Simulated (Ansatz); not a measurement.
# CH5GaOSi: up Jacob's ladder to CCSD(T)

Aim: compute CH5GaOSi with functionals from several rungs and with coupled cluster, and see how far each lands from CCSD(T) at the basis-set limit for the atomisation energy.

Computed with Ansatz 0.2.0, Gaussian basis. Level: functionals in def2-TZVPP, the program's frozen cores in correlated methods.

Plan: LDA (SPW92), PBE-D4, revPBE-D4, BLYP-D4, r2SCAN-D4, B97M-V, PBE0-D4, B3LYP-D4, r2SCANh-D4, r2SCAN0-D4, HSE06-D4, BHLYP-D4, CAM-B3LYP-D4, LC-ωPBE, ωB97X-V, ωB97M-V, B2PLYP, PBE-QIDH; CCSD(T)/def2-SVP; CCSD(T)/def2-TZVPP; MP2/def2-QZVPP; extrapolation to the limit; RPA on PBE.

## Step 1: The geometry

An earlier PBE0-D4 in a triple-zeta def2 set relaxation fixed the geometry.

SMILES `O=[C]([SiH3])[GaH2]`, 9 atoms, charge 0, spin multiplicity 1.

Atoms are counted from 1 here; the program's logs count them from 0.

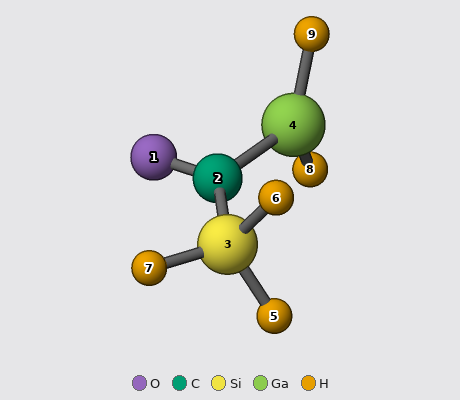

The geometry (oxygen purple, carbon teal, silicon yellow, gallium green, hydrogen amber); atoms are numbered from 1 in the order of the file.

## Step 2: LDA

This LDA is Slater exchange with PW92 correlation.

in.yaml reads:

```yaml
crystal:
  periodic: [false, false, false]
  atoms:
    - {symbol: O, position_ang: [1.324617, -1.080765, 0.439284]}
    - {symbol: C, position_ang: [0.406857, -0.334435, 0.136548]}
    - {symbol: Si, position_ang: [0.621469, 1.276237, -0.888549]}
    - {symbol: Ga, position_ang: [-1.127043, -1.313098, 0.996923]}
    - {symbol: H, position_ang: [-0.253785, 1.125973, -2.081365]}
    - {symbol: H, position_ang: [0.086116, 2.377446, -0.044554]}
    - {symbol: H, position_ang: [2.027778, 1.540728, -1.285778]}
    - {symbol: H, position_ang: [-1.740866, -2.510606, 0.198291]}
    - {symbol: H, position_ang: [-1.345133, -1.081480, 2.529189]}
basis:
  gaussian: {orbitals: def2-TZVPP}
hamiltonian: {xc: lda}
output: {orbitals: {seedname: orbitals}}
```

Run with:

```sh
$ ansatz run in.yaml --threads 4 --pin off --events-out ev --progress --plain --max-ram 10444MiB
```

After this run come: PBE-D4 (GGA); revPBE-D4 (GGA); BLYP-D4 (GGA); r2SCAN-D4 (meta-GGA); B97M-V (meta-GGA); PBE0-D4 (hybrid); B3LYP-D4 (hybrid); r2SCANh-D4 (hybrid); r2SCAN0-D4 (hybrid); HSE06-D4 (hybrid); BHLYP-D4 (hybrid); CAM-B3LYP-D4 (range-separated); LC-ωPBE (range-separated); ωB97X-V (range-separated); ωB97M-V (range-separated); B2PLYP (double hybrid); PBE-QIDH (double hybrid); CCSD(T) in def2-SVP; CCSD(T) in def2-TZVPP; MP2 in def2-QZVPP; RPA on PBE orbitals.

Q: Predict the results of all the runs planned. Wanted: atomisation energy, CCSD(T)/CBS; farthest beyond LDA; mean size of error, GGA; mean size of error, meta-GGA; mean size of error, hybrid; mean size of error, range-separated; mean size of error, double hybrid; gap, smallest and largest; T1 diagnostic.

The runs gave:

| quantity | value |
| --- | --- |
| atomisation energy, CCSD(T)/CBS | 2770.7 kJ/mol |
| functionals within 27.7 kJ/mol (1.0 %) | BLYP-D4, r2SCAN-D4, B97M-V, B3LYP-D4, r2SCANh-D4, CAM-B3LYP-D4, LC-ωPBE, ωB97X-V, ωB97M-V |
| farthest beyond LDA | BHLYP-D4 (-103.7 kJ/mol) |
| mean size of error, GGA | 24.1 kJ/mol |
| mean size of error, meta-GGA | 11.9 kJ/mol |
| mean size of error, hybrid | 41.2 kJ/mol |
| mean size of error, range-separated | 10.9 kJ/mol |
| mean size of error, double hybrid | 42.4 kJ/mol |
| gap, smallest and largest | 2.07 eV (LDA (SPW92)), 9.28 eV (LC-ωPBE) |
| T1 diagnostic | 0.0181 |
| triples share of the correlation energy | 4.1 % |

In words: The LDA atomisation energy is off by 402.5 kJ/mol (15 %): it overbinds. PBE-D4 misses by +32.8 kJ/mol. Double hybrids carry the basis error of their MP2 part in triple zeta, and no dispersion term here, so their miss is partly the set-up's. The rungs range-separated, meta-GGA, GGA miss on average by less than the doubt on the reference (27.7 kJ/mol), so they tie. The reference freezes the cores and leaves out relativity and excitations past (T), and its outer-core shells are covered unevenly, so misses under about 27.7 kJ/mol can't be ranked. Hartree-Fock recovers 70 % of the binding; the rest is correlation. CCSD(T) in def2-SVP is off by -165.2 kJ/mol, worse than the median functional, from the basis alone. The gap grows from 2.1 to 9.3 eV across the functionals, mostly with the share of exact exchange. Correlated methods include outer-core shells of Ga, which these sets cover unevenly.
